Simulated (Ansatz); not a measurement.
# PBE-QIDH/6-31G(d) (spherical functions) run of CH6ClNSi (SMILES C[SiH](N)Cl)

Aim: the energy change on altering one bond length of CH6ClNSi at PBE-QIDH/6-31G* (spherical functions), from 2 runs. 

Program for the calculation: Ansatz 0.2.0.

128 further runs of the same task are left out: 128 set aside as unsound or not needed.

## Step 1: The structure to begin with

CH6ClNSi has 10 atoms, charge 0, and is taken as a singlet. SMILES: `C[SiH](N)Cl`. The shape is that of a PBE0-D4/def2-TZVP optimisation. This is one conformer, not always the lowest.

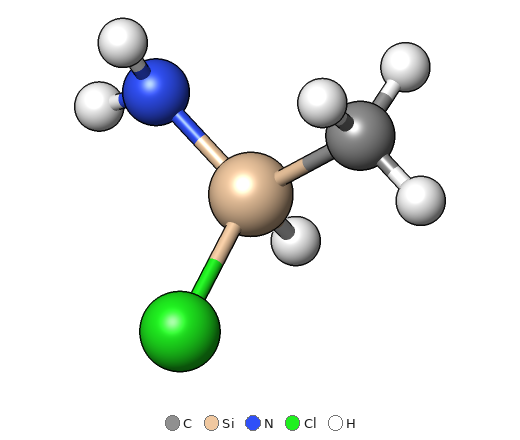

Viewed from a chosen angle; carbon grey, silicon light orange, nitrogen blue, chlorine green, hydrogen white.

## Step 2: A single-point energy at PBE-QIDH/6-31G(d) (spherical functions)

in.yaml

```yaml
crystal:
  periodic: [false, false, false]
  atoms:
    - {symbol: C, position_ang: [-0.924300, 0.960300, -0.429600]}
    - {symbol: Si, position_ang: [-0.055600, -0.637600, -0.073400]}
    - {symbol: N, position_ang: [1.200800, -0.379200, 1.050800]}
    - {symbol: Cl, position_ang: [0.594900, -1.392500, -1.900800]}
    - {symbol: H, position_ang: [-1.720000, 0.809500, -1.161600]}
    - {symbol: H, position_ang: [-1.359500, 1.369700, 0.485000]}
    - {symbol: H, position_ang: [-0.226900, 1.694300, -0.841400]}
    - {symbol: H, position_ang: [-0.936500, -1.689500, 0.482600]}
    - {symbol: H, position_ang: [1.847500, 0.382600, 0.917600]}
    - {symbol: H, position_ang: [1.662700, -1.168700, 1.473800]}
basis:
  gaussian: {orbitals: 6-31G_st_-spherical.json}
accuracy: high
hamiltonian: {xc: {name: PBE-QIDH}}
correlation: {frozen_orbitals: {C: 1, Cl: 5, H: 0, "N": 1, Si: 5}}
output: {orbitals: {seedname: orbitals}}
```

The basis set 6-31G* is read from a file made from the Basis Set Exchange's data (not shown).

On the command line:

```bash
$ ansatz run in.yaml --threads 1 --pin off --max-ram 3480MiB --events-out events.jsonl --progress --plain --runs-dir runs
```

What it wrote:

```text
Warning: RAYON_NUM_THREADS=1 ignored (pool sized by the plan → 1); use --threads N
Functional definition: PBE-QIDH
  name "PBE-QIDH"
  parameter a = 3^(-1/3)
  parameter c = 1/3
  exchange = (1 - a)*pbe_x + a*exact_x
  correlation = (1 - c)*pbe_c + c*(mp2_os + mp2_ss)
1774 factors; integrals over basis functions are off by at most 3.6e-9 eV
mean field evaluation 1: about -23000.6106 eV, gradient 4.0e1 eV
mean field evaluation 2: about -23000.6771 eV, gradient 4.0e1 eV
mean field evaluation 4: about -23004.0310 eV, gradient 2.8e0 eV
mean field evaluation 8: about -23004.0554 eV, gradient 4.3e-2 eV
mean field evaluation 16: about -23004.0554 eV, gradient 5.7e-6 eV
mean field -23004.05541856 eV, -845.3834439232 hartree, gradient 9.1e-8 eV, S^2 0.000000; 0 other end points of the search recorded, 0 dependent functions left out
12 core orbitals not correlated: weight in the atoms' cores, before any rotation towards them, 1.000 or more for the frozen orbitals, at most 0.000 for the correlated occupied ones
reference -23004.05541947 eV, -845.3834439567 hartree; 13, 13 occupied and 51, 51 virtual orbitals, 1774 factors
second order -15.35061897 eV of doubles, -0.00000000 eV of singles
Total energy: -23009.17229246 eV, -845.5714855707 hartree
```

Wall time 10 s (1 thread of Arm Neoverse V2, shared host); peak memory 0.25 GiB.

## Step 3: The distorted shape at the same level

input.yaml

```yaml
crystal:
  periodic: [false, false, false]
  atoms:
    - symbol: C
      position_ang: [-1.021887, 1.073549, -0.155457]
    - symbol: Si
      position_ang: [-0.153187, -0.524351, 0.200743]
    - symbol: "N"
      position_ang: [1.103213, -0.265951, 1.324943]
    - symbol: Cl
      position_ang: [0.594900, -1.392500, -1.900800]
    - symbol: H
      position_ang: [-1.817587, 0.922749, -0.887457]
    - symbol: H
      position_ang: [-1.457087, 1.482949, 0.759143]
    - symbol: H
      position_ang: [-0.324487, 1.807549, -0.567257]
    - symbol: H
      position_ang: [-1.034087, -1.576251, 0.756743]
    - symbol: H
      position_ang: [1.749913, 0.495849, 1.191743]
    - symbol: H
      position_ang: [1.565113, -1.055451, 1.747943]
basis:
  gaussian:
    orbitals: 6-31G_st_-spherical.json
hamiltonian:
  xc: {name: PBE-QIDH}
correlation:
  frozen_orbitals: {C: 1, Cl: 5, H: 0, "N": 1, Si: 5}
output:
  orbitals: {seedname: orbitals}
accuracy: high
```

The basis set 6-31G* is read from a file made from the Basis Set Exchange's data (not shown).

On the command line:

```bash
$ ansatz run input.yaml --threads 1 --pin off --max-ram 3480MiB --events-out events.jsonl --progress --plain --runs-dir runs
```

What it wrote:

```text
Warning: RAYON_NUM_THREADS=1 ignored (pool sized by the plan → 1); use --threads N
Functional definition: PBE-QIDH
  name "PBE-QIDH"
  parameter a = 3^(-1/3)
  parameter c = 1/3
  exchange = (1 - a)*pbe_x + a*exact_x
  correlation = (1 - c)*pbe_c + c*(mp2_os + mp2_ss)
1767 factors; integrals over basis functions are off by at most 6.4e-9 eV
mean field evaluation 1: about -23000.0260 eV, gradient 3.9e1 eV
mean field evaluation 2: about -23000.0821 eV, gradient 3.9e1 eV
mean field evaluation 4: about -23003.4764 eV, gradient 3.0e0 eV
mean field evaluation 8: about -23003.5040 eV, gradient 4.5e-2 eV
mean field evaluation 16: about -23003.5041 eV, gradient 6.1e-6 eV
mean field -23003.50405105 eV, -845.3631815411 hartree, gradient 3.3e-8 eV, S^2 0.000000; 0 other end points of the search recorded, 0 dependent functions left out
12 core orbitals not correlated: weight in the atoms' cores, before any rotation towards them, 1.000 or more for the frozen orbitals, at most 0.000 for the correlated occupied ones
reference -23003.50405198 eV, -845.3631815753 hartree; 13, 13 occupied and 51, 51 virtual orbitals, 1767 factors
second order -15.37607386 eV of doubles, -0.00000000 eV of singles
Total energy: -23008.62940994 eV, -845.5515350060 hartree
```

It took 11 s on 1 thread of Arm Neoverse V2, shared host; peak memory 0.25 GiB.

## Step 4: What came out

Level: PBE-QIDH/6-31G* (spherical functions), 12 core orbitals frozen.

```
                                                           quantity          value
                                          first shape: total energy  -845.57149 Eh
                     first shape: HOMO energy (SCF part's orbitals)      -10.06 eV
                     first shape: LUMO energy (SCF part's orbitals)        3.27 eV
                   first shape: HOMO–LUMO gap (SCF part's orbitals)       13.33 eV
                                      distorted shape: total energy  -845.55154 Eh
                 distorted shape: HOMO energy (SCF part's orbitals)      -10.10 eV
                 distorted shape: LUMO energy (SCF part's orbitals)        2.00 eV
               distorted shape: HOMO–LUMO gap (SCF part's orbitals)       12.10 eV
energy change with the Si2–Cl4 bond stretched from 2.081 to 2.394 Å       0.543 eV
```

**Reading.** With the Si2–Cl4 bond stretched from 2.081 to 2.394 Å the energy rises by 0.54 eV (12.5 kcal/mol). The first shape isn't relaxed at this level, so the change isn't measured from a minimum.
